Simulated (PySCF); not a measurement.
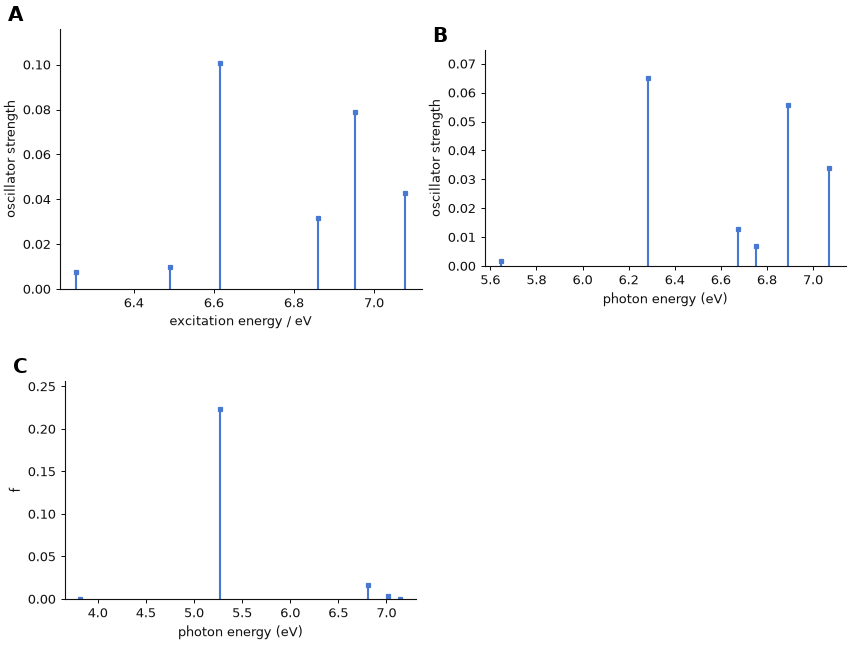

Vertical TDDFT excitations, B3LYP/def2-SVPD (IEF-PCM tetrahydrofuran), PySCF 2.14.0, at a PBE0-D3(BJ)/def2-SVP geometry (no frequency check). Each panel shows the lowest singlet states that were computed.

Question: Which panel belongs to which molecule?
1. BSi₂NH₇Br, SMILES BN([SiH3])[SiH2]Br
2. C₃H₁₀O₂SSi, SMILES CO[SiH](OC)SC
3. C₅H₈O (isopropenyl methyl ketone), SMILES C=C(C)C(C)=O

Answer: A: 1 (S1 at 6.26 eV, brightest at 6.62 eV)
B: 2 (S1 at 5.65 eV, brightest at 6.28 eV)
C: 3 (S1 at 3.82 eV, brightest at 5.27 eV)

Limits of at least one run: core orbitals are frozen in the response; one conformer of a flexible molecule; spin-orbit coupling is left out, and with Br it can shift these levels and split any degenerate set; states above the negative HOMO energy depend on the basis.
